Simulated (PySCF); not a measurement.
## C3H8ClFSi: core-level calculation

The run: core-level calculation of C3H8ClFSi, SMILES CC(F)(Cl)C[SiH3]. Method and program: delta-SCF UKS SCAN, pcX-2 on the ionised atom, pcseg-1 elsewhere, spin-free X2C (PySCF 2.14.0).

Figures and captions count atoms from 1; the log counts them from 0 in places.

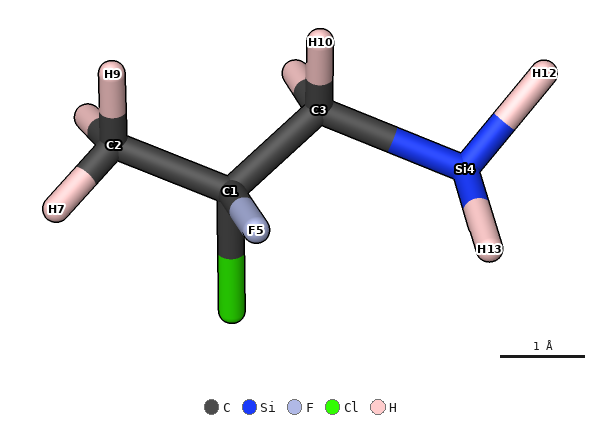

*The structure (stick view, seen at a tilt; atoms are numbered from 1 in the order of the input).*

Bond lengths as drawn: C–C 1.51 Å, C–Cl 1.81 Å, C–F 1.36 Å, C–H 1.10 Å, C–Si 1.90 Å and H–Si 1.49 to 1.50 Å.

**Key numbers**

| quantity | value |
| --- | --- |
| outcome | converged |
| hardware | 1 CPU thread, shared host |
| wall time | 55 s |
| peak memory | 0.63 GiB |

**The input**
```
{"job": {"kind": "xps", "holes": 5}, "charge": 0, "multiplicity": 1}
C     -0.863999    -0.702187    -0.212888
C     -2.206991    -0.136848     0.182591
C      0.285483     0.282502    -0.173654
Si     1.966041    -0.385674    -0.764295
F     -0.576292    -1.744875     0.616198
Cl    -0.997393    -1.386350    -1.888510
H     -2.966250    -0.929806     0.155632
H     -2.504515     0.670039    -0.499194
H     -2.140636     0.260847     1.206440
H      0.388054     0.624916     0.870242
H      0.029806     1.166759    -0.777821
H      3.021841     0.494220    -0.173662
H      2.186610    -1.783932    -0.298947
H      2.076505    -0.319006    -2.249562
```

The first line tells a small driver script what to run in PySCF; the rest is the geometry in Å.

Command:
```bash
OMP_NUM_THREADS=1 python <driver script> task.json out
```

**What the program printed**
```
ground state, core basis on atom 0 (C), 163 functions
  cycle   1  E = -970.44655370  |g| = 6.02e-01
  cycle   2  E = -970.36498573  |g| = 8.98e-01
  cycle   3  E = -970.52012884  |g| = 1.40e-01
  cycle   4  E = -970.52392165  |g| = 4.09e-02
  cycle   5  E = -970.52429236  |g| = 9.93e-03
  cycle   6  E = -970.52431749  |g| = 3.89e-03
  cycle   7  E = -970.52432073  |g| = 9.05e-04
  cycle   8  E = -970.52431878  |g| = 3.51e-04
  E(ground) = -970.56197811 Eh
hole in C 1s of atom 0
  cycle   1  E = -959.12266276  |g| = 1.51e+00
  cycle   2  E = -952.35379630  |g| = 3.33e+00
[... 10 cycles left out ...]
  E(ion) = -959.73251301 Eh   <S^2> = 0.7843   hole on atom = 1.000   binding energy = 294.685 eV
ground state, core basis on atom 1 (C), 163 functions
[... 5 cycles left out ...]
  E(ground) = -970.55485232 Eh
hole in C 1s of atom 1
[... 11 cycles left out ...]
  E(ion) = -959.84849526 Eh   <S^2> = 0.7679   hole on atom = 1.000   binding energy = 291.335 eV
ground state, core basis on atom 2 (C), 163 functions
[... 6 cycles left out ...]
  E(ground) = -970.55584821 Eh
hole in C 1s of atom 2
[... 11 cycles left out ...]
  E(ion) = -959.86812277 Eh   <S^2> = 0.7681   hole on atom = 1.000   binding energy = 290.828 eV
ground state, core basis on atom 4 (F), 163 functions
[... 6 cycles left out ...]
  E(ground) = -970.60251177 Eh
hole in F 1s of atom 4
[... 10 cycles left out ...]
  E(ion) = -945.14249109 Eh   <S^2> = 0.7571   hole on atom = 1.000   binding energy = 692.802 eV
ground state, core basis on atom 5 (Cl), 174 functions
[... 7 cycles left out ...]
  E(ground) = -970.72546749 Eh
hole in Cl 2p of atom 5
  cycle   1  E = -962.63948694  |g| = 1.71e+00
  cycle   2  E = -962.37047490  |g| = 1.43e+00
  cycle   3  E = -962.99434452  |g| = 4.70e-01
  cycle   4  E = -963.08810049  |g| = 2.32e-01
  cycle   5  E = -963.10410510  |g| = 8.72e-02
  cycle   6  E = -963.10690310  |g| = 2.67e-02
  cycle   7  E = -963.10721513  |g| = 7.37e-03
  cycle   8  E = -963.10723911  |g| = 2.06e-03
  cycle   9  E = -963.10724109  |g| = 6.65e-04
  cycle  10  E = -963.10724261  |g| = 1.66e-04
  E(ion) = -963.13859582 Eh   <S^2> = 0.7523   hole on atom = 1.001   binding energy = 206.449 eV
  2p3/2 = 205.853 eV   2p1/2 = 207.507 eV
```

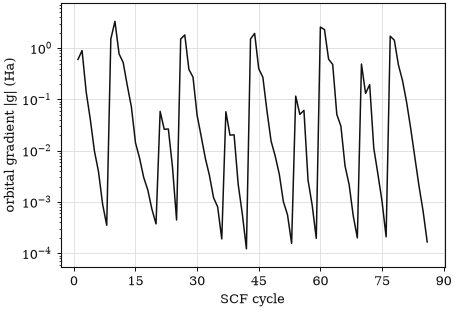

*Convergence of the self-consistent field: orbital gradient |g| against the SCF cycle.*

All cycles printed in the log are drawn one after another.

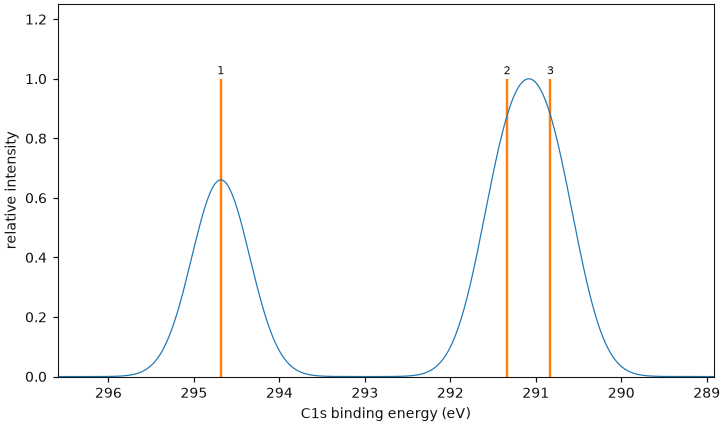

*C1s binding energies by ΔSCF of the atoms computed, labelled by atom number, with a Gaussian envelope of 0.8 eV full width.*

They run from 290.83 eV (atom 3) to 294.68 eV (atom 1).
